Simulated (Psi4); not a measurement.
**UB2PLYP/cc-pwCVQZ (density fitting, density fitting for correlation, sweep point 8) run of CH2BF (SMILES B[C]F)**

What is the vertical ionisation energy of CH2BF at UB2PLYP/cc-pwCVQZ (density fitting, density fitting for correlation, sweep point 8)? 

The results are computed with Psi4 1.11.

## 1. The system as given

CH2BF has 5 atoms, charge 0, and is taken as a triplet. As SMILES, `B[C]F`. Geometry: relaxed at GFN2-xTB.

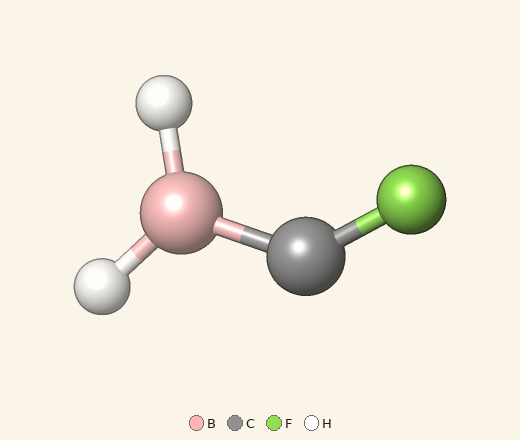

Viewed from a chosen angle; boron pink, carbon grey, fluorine green, hydrogen white.

## 2. The energy at UB2PLYP/cc-pwCVQZ (density fitting, density fitting for correlation, sweep point 8)

job.in reads:

```
memory 1.6 GB

molecule {
  0 3
  B     -0.505570    -0.250120    -0.120900
  C      0.899880     0.179790    -0.245440
  F      1.716060     0.896670     0.490070
  H     -0.994750    -0.904870    -0.953460
  H     -1.115610     0.078530     0.829720
  units angstrom
  symmetry c1
}

set globals {
  basis                cc-pwCVQZ
  reference            uks
  puream               true
  scf_type             df
  dft_radial_points    99
  dft_spherical_points 590
  num_frozen_docc      0
  maxiter              150
}

e_tot = energy('b2plyp')
print_variables()
```

Run with:

```sh
psi4 -i job.in -o job.out -n 1
```

job.out:

```text
[...]
  Running in c1 symmetry.
[...]
  Nuclear repulsion =   52.288590755572180
[...]
  Multiplicity = 3
[...]
  Nalpha       = 12
  Nbeta        = 10
[...]
    Number of basis functions: 312
[...]
   @DF-UKS iter   1:  -163.57833179545474   -6.95725e-01   1.12609e-03 ADIIS/DIIS
[...]
   @DF-UKS iter   9:  -163.66149604419613   -1.48502e-07   2.64958e-07 DIIS
[...]
   @S^2 Observed:                2.006980271E+00
[...]
    Orbital Energies [Eh]
    ---------------------
    Alpha Occupied:
       1A    -25.424656     2A    -10.742805     3A     -7.116906
       4A     -1.454570     5A     -0.825973     6A     -0.675391
       7A     -0.622872     8A     -0.617324     9A     -0.513249
      10A     -0.444214    11A     -0.333280    12A     -0.332811
    Alpha Virtual:
      13A      0.027268    14A      0.084686    15A      0.121707
      16A      0.125308    17A      0.144801    18A      0.162464
      19A      0.179022    20A      0.217693    21A      0.283273
      22A      0.292023    23A      0.295211    24A      0.313483
      25A      0.359243    26A      0.381053    27A      0.427639
[...]
  @DF-UKS Final Energy:  -163.66149604419613
   => Energetics <=
    Nuclear Repulsion Energy =             52.2885907555721801
    One-Electron Energy =                -327.5634828674405981
    Two-Electron Energy =                 121.4888949035134829
    DFT Exchange-Correlation Energy =      -9.8754988358411708
    Empirical Dispersion Energy =           0.0000000000000000
    VV10 Nonlocal Energy =                  0.0000000000000000
    Total Energy =                       -163.6614960441961273
[...]
 Multipole Moments:
 ------------------------------------------------------------------------------------
     Multipole            Electronic (a.u.)      Nuclear  (a.u.)        Total (a.u.)
 ------------------------------------------------------------------------------------
 L = 1.  Multiply by 2.5417464519 to convert [e a0] to [Debye]
 Dipole X            :          3.0068059           -3.0972092           -0.0904033
 Dipole Y            :          1.3167516           -1.3741937           -0.0574420
 Dipole Z            :          0.4167171           -0.4605538           -0.0438368
 Magnitude           :                                                    0.1157325
[...]
```

Run time: 76 s. Hardware: 1 thread of Intel Xeon Platinum 8259CL at 2.50GHz (Skylake/Cascade Lake), shared host; peak memory 1.6 GiB.

## 3. The doublet cation

job.dat reads:

```
memory 1.6 GB

molecule mol {
  1 2
  B     -0.505570    -0.250120    -0.120900
  C      0.899880     0.179790    -0.245440
  F      1.716060     0.896670     0.490070
  H     -0.994750    -0.904870    -0.953460
  H     -1.115610     0.078530     0.829720
  symmetry c1
}

set globals {
  basis                cc-pwCVQZ
  reference            uks
  puream               true
  scf_type             df
  dft_radial_points    99
  dft_spherical_points 590
  num_frozen_docc      0
  maxiter              150
}

e_tot, wfn = energy("b2plyp", return_wfn=True)
```

Run with:

```sh
psi4 -i job.dat -o job.out -n 1
```

job.out:

```text
[...]
  Running in c1 symmetry.
[...]
  Nuclear repulsion =   52.288590755572180
[...]
  Multiplicity = 2
[...]
  Nalpha       = 11
  Nbeta        = 10
[...]
    Number of basis functions: 312
[...]
   @DF-UKS iter   1:  -163.15905931673663   -2.76453e-01   1.32114e-03 ADIIS/DIIS
[...]
   @DF-UKS iter  11:  -163.28449133947217   -3.57705e-07   4.69083e-07 DIIS
[...]
   @S^2 Observed:                7.645516082E-01
[...]
    Orbital Energies [Eh]
    ---------------------
    Alpha Occupied:
       1A    -25.759458     2A    -11.141145     3A     -7.421009
       4A     -1.766035     5A     -1.132868     6A     -0.974486
       7A     -0.936622     8A     -0.902262     9A     -0.773763
      10A     -0.700064    11A     -0.662906
    Alpha Virtual:
      12A     -0.418017    13A     -0.227678    14A     -0.139275
      15A     -0.089952    16A     -0.057675    17A     -0.050744
      18A     -0.031732    19A     -0.022107    20A      0.015909
      21A      0.059200    22A      0.060439    23A      0.073604
      24A      0.099185    25A      0.142310    26A      0.177225
[...]
  @DF-UKS Final Energy:  -163.28449133947217
   => Energetics <=
    Nuclear Repulsion Energy =             52.2885907555721801
    One-Electron Energy =                -320.6478291314462581
    Two-Electron Energy =                 114.7606347373798599
    DFT Exchange-Correlation Energy =      -9.6858877009779167
    Empirical Dispersion Energy =           0.0000000000000000
    VV10 Nonlocal Energy =                  0.0000000000000000
    Total Energy =                       -163.2844913394721686
[...]
 Multipole Moments:
 ------------------------------------------------------------------------------------
     Multipole            Electronic (a.u.)      Nuclear  (a.u.)        Total (a.u.)
 ------------------------------------------------------------------------------------
 L = 1.  Multiply by 2.5417464519 to convert [e a0] to [Debye]
 Dipole X            :          2.3048824           -3.0972092           -0.7923267
 Dipole Y            :          0.8181584           -1.3741937           -0.5560353
 Dipole Z            :         -0.0148389           -0.4605538           -0.4753928
 Magnitude           :                                                    1.0784040
[...]
```

Run time: 90 s. Hardware: 1 thread of Intel Xeon Platinum 8259CL at 2.50GHz (Skylake/Cascade Lake), shared host; peak memory 1.5 GiB.

## 4. What came out

Level: UB2PLYP/cc-pwCVQZ (density fitting, density fitting for correlation, sweep point 8).

| quantity | value |
| --- | --- |
| triplet CH2BF: total energy | -163.86852 Eh |
| triplet CH2BF: HOMO energy (SCF part's orbitals) (highest over α and β) | -9.06 eV |
| triplet CH2BF: LUMO energy (SCF part's orbitals) (lowest over α and β) | -2.03 eV |
| triplet CH2BF: ⟨S²⟩ | 2.007 |
| doublet cation: total energy | -163.49450 Eh |
| doublet cation: HOMO energy (SCF part's orbitals) (highest over α and β) | -18.04 eV |
| doublet cation: LUMO energy (SCF part's orbitals) (lowest over α and β) | -11.37 eV |
| doublet cation: ⟨S²⟩ | 0.765 |
| vertical ionisation energy (to the doublet cation) | 10.178 eV |

What this shows: The vertical ionisation energy comes to 10.18 eV (982 kJ/mol).
